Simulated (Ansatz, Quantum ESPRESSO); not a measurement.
**Mo (Im-3m): electron-phonon coupling**

Wanted: the coupling constant λ of Mo (Im-3m) at ambient pressure.

Method: DFT PBE, scalar-relativistic, plane waves, PseudoDojo norm-conserving pseudopotentials, in Quantum ESPRESSO 7.5.

## (1) The starting structure

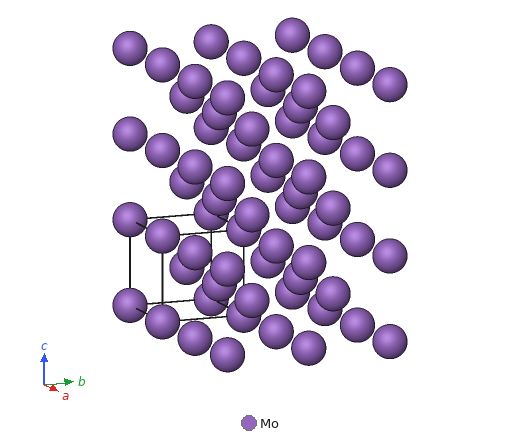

Start, viewed slightly off an axis; molybdenum purple. 3×2×3 cells are drawn. This picture shows the conventional cell, with its axes. Some periodic images of atoms are drawn too.

## (2) A first look

Before anything dear is run, a loose run with smearing shows whether this is a metal and how far the cell is from rest.

File probe.in:

```
 &control
    calculation='scf',
    prefix='x',
    outdir='./tmp',
    pseudo_dir='./pseudo',
    tprnfor=.true.,
    tstress=.true.,
    verbosity='high',
 /
 &system
    ibrav=0,
    nat=1,
    ntyp=1,
    ecutwfc=72.0,
    occupations='smearing',
    smearing='gaussian',
    degauss=0.01,
 /
 &electrons
    conv_thr=1.0d-07,
    mixing_beta=0.7,
    electron_maxstep=100,
 /
ATOMIC_SPECIES
 Mo     95.9500  Mo.upf
CELL_PARAMETERS angstrom
    -1.573415000    1.573415000    1.573415000
     1.573415000   -1.573415000    1.573415000
     1.573415000    1.573415000   -1.573415000
ATOMIC_POSITIONS crystal
 Mo     0.000000000   0.000000000   0.000000000
K_POINTS automatic
 8 8 8 0 0 0
```

Started as:

```sh
OMP_NUM_THREADS=1 mpirun -n 8 pw.x -nk 8 -in probe.in > probe.out
```

The program printed:

```text
[banners, grids, parts of the stress and lines that vanish by symmetry left out]
Program PWSCF v.7.5
     Message from routine setup:
     using ibrav=0 with symmetry is DISCOURAGED, use correct ibrav instead
[...]
kinetic-energy cutoff     =      72.0000  Ry
     charge density cutoff     =     288.0000  Ry
     scf convergence threshold =      1.0E-07
[...]
Exchange-correlation= PBE
                           (   1   4   3   4   0   0   0)
[...]
48 Sym. Ops., with inversion, found
[...]
(     0          1          0      )
                  (     0          0          1      )
[...]
(  0.0000000  1.0000000 -0.0000000 )
                  ( -0.0000000 -0.0000000  1.0000000 )
[...]
(     1          0          0      )
                  (    -1         -1         -1      )
[...]
(  1.0000000 -0.0000000  0.0000000 )
                  ( -0.0000000 -1.0000000 -0.0000000 )
[...]
(    -1          0          0      )
                  (     0          0         -1      )
[...]
( -1.0000000 -0.0000000  0.0000000 )
                  (  0.0000000  1.0000000 -0.0000000 )
[...]
number of k points=    29  Gaussian smearing, width (Ry)=  0.0100
[...]
End of self-consistent calculation
[...]
the Fermi energy is    21.3399 ev
!    total energy              =    -140.55473560 Ry
[...]
convergence has been achieved in   6 iterations
[...]
atom    1 type  1   force =     0.00000000    0.00000000    0.00000000
[...]
Total force =     0.000000     Total SCF correction =     0.000000
[...]
total   stress  (Ry/bohr**3)                   (kbar)     P=       39.36
[...]
XML data file, charge density, pseudopotentials, collected wavefunctions

   JOB DONE.
```

Run time: 2.8 s. Hardware: 8 MPI ranks of Intel Xeon at 2.70GHz, shared host.

Read from the output:

```
volume per atom   : 15.58 Å³
pressure          : 3.936 GPa
gap on the k-mesh : 0 eV
```

No gap opens on this mesh, so smearing is kept; the start stands at 3.9 GPa.

## (3) Relaxation

Frequencies change by per cents with a per cent of volume, so the structure is first brought to rest at this level of theory.

File relax.in:

```
 &control
    calculation='vc-relax',
    prefix='x',
    outdir='./tmp',
    pseudo_dir='./pseudo',
    tprnfor=.true.,
    tstress=.true.,
    forc_conv_thr=2.0d-05,
    etot_conv_thr=1.0d-07,
    nstep=40,
 /
 &system
    ibrav=0,
    nat=1,
    ntyp=1,
    ecutwfc=72.0,
    occupations='smearing',
    smearing='mv',
    degauss=0.02,
 /
 &electrons
    conv_thr=1.0d-11,
    mixing_beta=0.7,
    electron_maxstep=100,
 /
 &ions
 /
 &cell
    press_conv_thr=0.2,
 /
ATOMIC_SPECIES
 Mo     95.9500  Mo.upf
CELL_PARAMETERS angstrom
    -1.573415000    1.573415000    1.573415000
     1.573415000   -1.573415000    1.573415000
     1.573415000    1.573415000   -1.573415000
ATOMIC_POSITIONS crystal
 Mo     0.000000000   0.000000000   0.000000000
K_POINTS automatic
 16 16 16 0 0 0
```

Started as:

```sh
OMP_NUM_THREADS=1 mpirun -n 8 pw.x -nk 8 -in relax.in > relax.out
```

The program printed:

```text
[banners, grids, parts of the stress and lines that vanish by symmetry left out]
[banner, memory and clock lines left out]
Program PWSCF v.7.5

[...]
kinetic-energy cutoff     =      72.0000  Ry
     charge density cutoff     =     288.0000  Ry
     scf convergence threshold =      1.0E-11
[...]
energy convergence thresh.=      1.0E-07
     force convergence thresh. =      2.0E-05
     press convergence thresh. =      2.0E-01
     Exchange-correlation= PBE
                           (   1   4   3   4   0   0   0)
[...]
48 Sym. Ops., with inversion, found
[...]
number of k points=   145  Marzari-Vanderbilt smearing, width (Ry)=  0.0200
[...]
End of self-consistent calculation
[...]
the Fermi energy is    21.4537 ev
!    total energy              =    -140.55645239 Ry
[...]
convergence has been achieved in   8 iterations
[...]
atom    1 type  1   force =     0.00000000    0.00000000    0.00000000
     Total force =     0.000000     Total SCF correction =     0.000000
[...]
total   stress  (Ry/bohr**3)                   (kbar)     P=       31.71
[...]
number of bfgs steps    =   0
[...]
CELL_PARAMETERS (angstrom)
[...]
ATOMIC_POSITIONS (crystal)
Mo               0.0000000000        0.0000000000        0.0000000000
[...]
New effective cutoffs (rho, wfc):  282.74   71.23
[...]
End of self-consistent calculation
[...]
the Fermi energy is    21.0500 ev
!    total energy              =    -140.55656252 Ry
[...]
convergence has been achieved in   7 iterations
[...]
atom    1 type  1   force =     0.00000000    0.00000000    0.00000000
     Total force =     0.000000     Total SCF correction =     0.000000
[...]
total   stress  (Ry/bohr**3)                   (kbar)     P=      -12.18
[...]
number of bfgs steps    =   1
[...]
CELL_PARAMETERS (angstrom)
[...]
ATOMIC_POSITIONS (crystal)
Mo               0.0000000000        0.0000000000        0.0000000000
[...]
New effective cutoffs (rho, wfc):  283.59   71.44
[...]
End of self-consistent calculation
[...]
the Fermi energy is    21.1620 ev
!    total energy              =    -140.55658278 Ry
[...]
convergence has been achieved in   7 iterations
[...]
atom    1 type  1   force =     0.00000000    0.00000000    0.00000000
     Total force =     0.000000     Total SCF correction =     0.000000
[...]
total   stress  (Ry/bohr**3)                   (kbar)     P=       -0.20
[...]
number of bfgs steps    =   2
[...]
small trust_radius: resetting bfgs history
[...]
CELL_PARAMETERS (angstrom)
[...]
ATOMIC_POSITIONS (crystal)
Mo               0.0000000000        0.0000000000        0.0000000000
[...]
New effective cutoffs (rho, wfc):  283.61   71.45
[...]
End of self-consistent calculation
[...]
the Fermi energy is    21.1646 ev
!    total energy              =    -140.55658279 Ry
[...]
convergence has been achieved in   5 iterations
[...]
atom    1 type  1   force =     0.00000000    0.00000000    0.00000000
     Total force =     0.000000     Total SCF correction =     0.000000
[...]
total   stress  (Ry/bohr**3)                   (kbar)     P=        0.07
[...]
bfgs converged in   4 scf cycles and   3 bfgs steps
[...]
End of BFGS Geometry Optimization
     Final enthalpy           =    -140.5565827873 Ry
     File ./tmp/x.bfgs deleted, as requested
[...]
CELL_PARAMETERS (angstrom)
[...]
ATOMIC_POSITIONS (crystal)
Mo               0.0000000000        0.0000000000        0.0000000000
[...]
Final scf calculation at the relaxed structure.
[...]
kinetic-energy cutoff     =      72.0000  Ry
     charge density cutoff     =     288.0000  Ry
     scf convergence threshold =      1.0E-13
[...]
press convergence thresh. =      2.0E-01
     Exchange-correlation= PBE
                           (   1   4   3   4   0   0   0)
[...]
48 Sym. Ops., with inversion, found
[...]
number of k points=   145  Marzari-Vanderbilt smearing, width (Ry)=  0.0200
[...]
c_bands:  1 eigenvalues not converged
[...]
End of self-consistent calculation
[...]
the Fermi energy is    21.1646 ev
!    total energy              =    -140.55663319 Ry
[...]
convergence has been achieved in  10 iterations
[...]
atom    1 type  1   force =     0.00000000    0.00000000    0.00000000
     Total force =     0.000000     Total SCF correction =     0.000000
[...]
total   stress  (Ry/bohr**3)                   (kbar)     P=        0.92
[...]
XML data file, charge density, pseudopotentials, collected wavefunctions
```

Wall time 23 s (8 MPI ranks); 3 min of CPU time.

The steps of the relaxation:

| step | energy less that of the first step (eV) | largest force (eV/Å) | pressure (GPa) | volume (Å³) |
| --- | --- | --- | --- | --- |
| 1 | 0.0000 | 0.0000 | 3.17 | 15.58 |
| 2 | -0.0015 | 0.0000 | -1.22 | 15.83 |
| 3 | -0.0018 | 0.0000 | -0.02 | 15.76 |
| 4 | -0.0018 | 0.0000 | 0.01 | 15.76 |
| 5 | -0.0025 | 0.0000 | 0.09 | 15.76 |

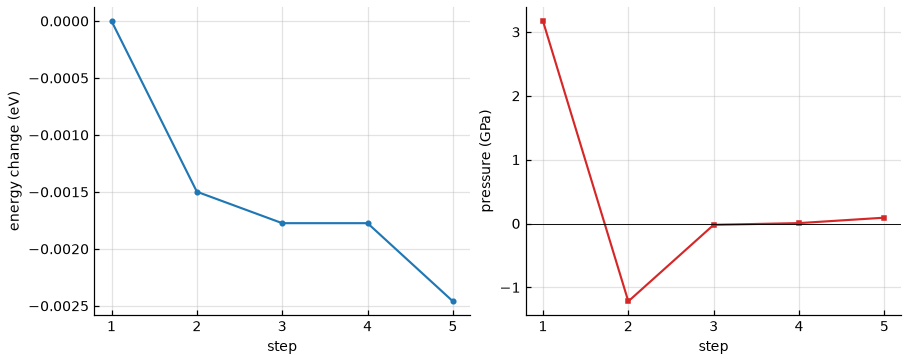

Energy and pressure along the relaxation.

| conventional cell, symmetrised | before | after | change |
| --- | --- | --- | --- |
| a (Å) | 3.147 | 3.159 | +0.4 % |
| b (Å) | 3.147 | 3.159 | +0.4 % |
| c (Å) | 3.147 | 3.159 | +0.4 % |
| volume (Å³/atom) | 15.58 | 15.76 | +1.2 % |

Final coordinates:

```
Mo
1.0
    -1.57947    1.57947    1.57947
     1.57947   -1.57947    1.57947
     1.57947    1.57947   -1.57947
Mo
1
Direct
  0.00000 0.00000 0.00000
```

The last row of the table of steps is pw.x's closing run on a basis chosen anew for the final cell, so its energy can jump.

Read from the output:

```
volume per atom : 15.76 Å³
pressure        : 0.09200 GPa
```

The volume changes by +1.2 % from the cell with which this run began.

## (4) Ground state

Perturbation theory inherits every error of the wavefunctions, so the threshold is set near the limit of the arithmetic. Smearing stays on, as the first look found no gap above 0.3 eV.

File scf.in:

```
 &control
    calculation='scf',
    prefix='x',
    outdir='./tmp',
    pseudo_dir='./pseudo',
    tprnfor=.true.,
    tstress=.true.,
 /
 &system
    ibrav=0,
    nat=1,
    ntyp=1,
    ecutwfc=72.0,
    occupations='smearing',
    smearing='mv',
    degauss=0.02,
 /
 &electrons
    conv_thr=1.0d-12,
    mixing_beta=0.7,
    electron_maxstep=100,
 /
ATOMIC_SPECIES
 Mo     95.9500  Mo.upf
CELL_PARAMETERS angstrom
    -1.579468852    1.579468852    1.579468852
     1.579468852   -1.579468852    1.579468852
     1.579468852    1.579468852   -1.579468852
ATOMIC_POSITIONS crystal
 Mo     0.000000000   0.000000000   0.000000000
K_POINTS automatic
 16 16 16 0 0 0
```

Started as:

```sh
OMP_NUM_THREADS=1 mpirun -n 8 pw.x -nk 8 -in scf.in > scf.out
```

The program printed:

```text
[banners, grids, parts of the stress and lines that vanish by symmetry left out]
[banner, memory and clock lines left out]
Program PWSCF v.7.5

[...]
kinetic-energy cutoff     =      72.0000  Ry
     charge density cutoff     =     288.0000  Ry
     scf convergence threshold =      1.0E-12
[...]
Exchange-correlation= PBE
                           (   1   4   3   4   0   0   0)
[...]
48 Sym. Ops., with inversion, found
[...]
number of k points=   145  Marzari-Vanderbilt smearing, width (Ry)=  0.0200
[...]
End of self-consistent calculation
[...]
the Fermi energy is    21.1646 ev
!    total energy              =    -140.55663319 Ry
[...]
convergence has been achieved in   8 iterations
[...]
atom    1 type  1   force =     0.00000000    0.00000000    0.00000000
     Total force =     0.000000     Total SCF correction =     0.000000
[...]
total   stress  (Ry/bohr**3)                   (kbar)     P=        0.92
[...]
XML data file, charge density, pseudopotentials, collected wavefunctions
```

The job ended after 6 s (8 MPI ranks).

The cell stands at 0.092 GPa, close enough for phonons.

## (5) Levels on a dense mesh

The coupling is a sum over pairs of states at the Fermi level and needs a much denser mesh than the density does.

scf_fit.in, as its differences from scf.in of step 4:

```diff
@@ -16,5 +16,6 @@
     degauss=0.02,
+    la2F=.true.,
  /
  &electrons
-    conv_thr=1.0d-12,
+    conv_thr=1.0d-10,
     mixing_beta=0.7,
@@ -31,2 +32,2 @@
 K_POINTS automatic
- 16 16 16 0 0 0
+ 32 32 32 0 0 0
```

Started as:

```sh
OMP_NUM_THREADS=1 mpirun -n 8 pw.x -nk 8 -in scf_fit.in > scf_fit.out
```

The program printed:

```text
[banners, grids, parts of the stress and lines that vanish by symmetry left out]
[banner, memory and clock lines left out]
Program PWSCF v.7.5

[...]
kinetic-energy cutoff     =      72.0000  Ry
     charge density cutoff     =     288.0000  Ry
     scf convergence threshold =      1.0E-10
[...]
Exchange-correlation= PBE
                           (   1   4   3   4   0   0   0)
[...]
48 Sym. Ops., with inversion, found
[...]
number of k points=   897  Marzari-Vanderbilt smearing, width (Ry)=  0.0200
[...]
End of self-consistent calculation
[...]
the Fermi energy is    21.1843 ev
!    total energy              =    -140.55637889 Ry
[...]
convergence has been achieved in   8 iterations
[...]
atom    1 type  1   force =     0.00000000    0.00000000    0.00000000
     Total force =     0.000000     Total SCF correction =     0.000000
[...]
total   stress  (Ry/bohr**3)                   (kbar)     P=        3.12
[...]
XML data file, charge density, pseudopotentials, collected wavefunctions
```

Wall time 32 s (8 MPI ranks).

Read from the output:

```yaml
pressure: 0.312 GPa
```

## (6) Ground state

The run on the dense mesh left its levels for the electron-phonon sums; ph.x needs the ground state on the coarse mesh, so pw.x runs once more in the same folder.

scf.in is that of step 4.

Started as:

```sh
OMP_NUM_THREADS=1 mpirun -n 8 pw.x -nk 8 -in scf.in > scf.out
```

The program printed:

```text
[banners, grids, parts of the stress and lines that vanish by symmetry left out]
[banner, memory and clock lines left out]
Program PWSCF v.7.5

[...]
kinetic-energy cutoff     =      72.0000  Ry
     charge density cutoff     =     288.0000  Ry
     scf convergence threshold =      1.0E-12
[...]
Exchange-correlation= PBE
                           (   1   4   3   4   0   0   0)
[...]
48 Sym. Ops., with inversion, found
[...]
number of k points=   145  Marzari-Vanderbilt smearing, width (Ry)=  0.0200
[...]
End of self-consistent calculation
[...]
the Fermi energy is    21.1646 ev
!    total energy              =    -140.55663319 Ry
[...]
convergence has been achieved in   8 iterations
[...]
atom    1 type  1   force =     0.00000000    0.00000000    0.00000000
     Total force =     0.000000     Total SCF correction =     0.000000
[...]
total   stress  (Ry/bohr**3)                   (kbar)     P=        0.92
[...]
XML data file, charge density, pseudopotentials, collected wavefunctions
```

Elapsed: 6.2 s, on 8 MPI ranks; 47 s of CPU time.

Read from the output:

```
pressure : 0.09200 GPa
```

(Continued in part 2 of 4.)

[Host names and launcher messages were left out of these logs when they were recorded.]

[Logs are printed without paths, hosts, clocks, repeated set-up lines and the standing remarks that a program may print on its own settings, such as how far it seeks lower states.]

[Hosts, paths, dates, database ids (printed as entryN), source tags and the programs' standing remarks are cut or masked in the printed files.]
